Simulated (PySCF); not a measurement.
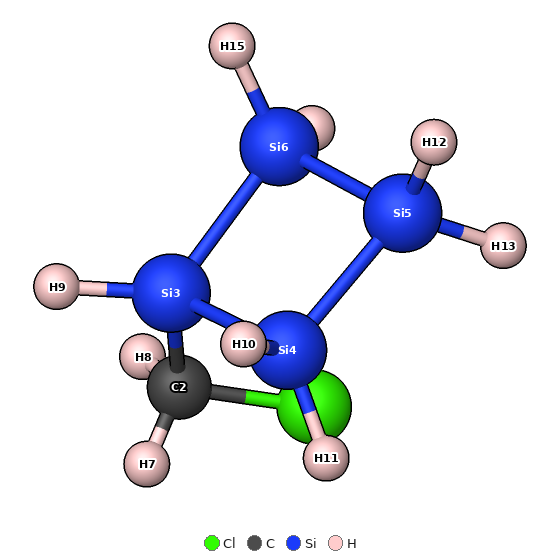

The molecule: CH₉ClSi₄, SMILES ClC[SiH]1[SiH2][SiH2][SiH2]1.

GIAO shifts, PBE0/pcSseg-1 with PySCF 2.14.0, at a GFN2-xTB geometry (no frequency check), against HCl for ³⁵Cl, TMS for ¹H and TMS for ²⁹Si computed at the same level (Cl: the usual scale starts at aqueous chloride instead). Gas phase, fully decoupled, line heights follow the number of nuclei, widths are arbitrary (no quadrupolar broadening); values of one conformer, averaged over methyl-type rotors and exact or near symmetry; other conformers aren't averaged in.

Q: Which ³⁵Cl signals does it give?

A: 1 signal.


| δ (ppm) | nuclei | atoms |
| --- | --- | --- |
| 53.9 | 1 | Cl1 |

Q: How many ¹H lines appear, and where?

A: 6 signals.


```csv
δ (ppm),nuclei,atoms
5.08,1,H9
4.40,2,"H11, H14"
4.24,2,"H10, H15"
4.23,1,H13
4.17,1,H12
3.30,2,"H7, H8"
```

The order of signals that lie close, as those under 0.08 ppm apart, is within the error of the method.

Q: Predict the ²⁹Si spectrum.

A: 3 signals.


```csv
δ (ppm),nuclei,atoms
−28.0,1,Si3
−87.9,2,"Si4, Si6"
−96.1,1,Si5
```

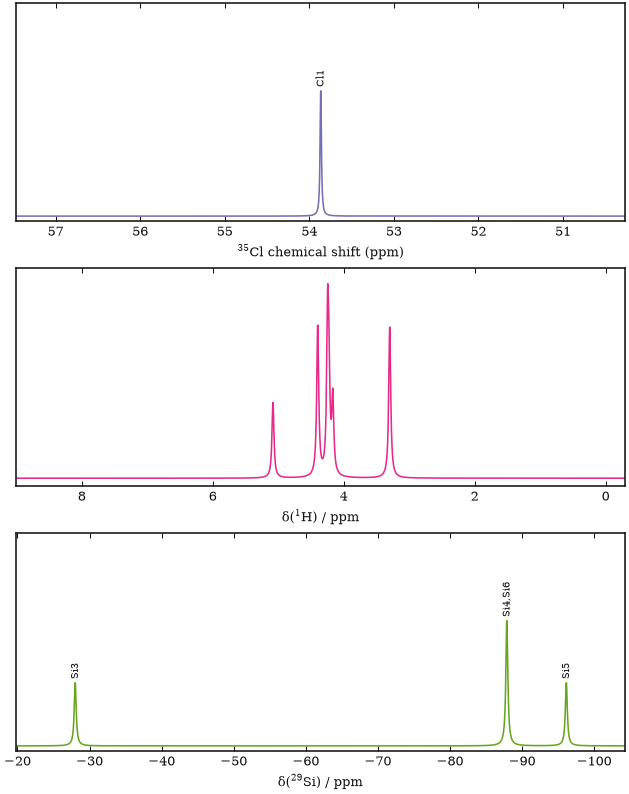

Caveats: the tight-binding geometry is rougher than a DFT one and adds to the error.
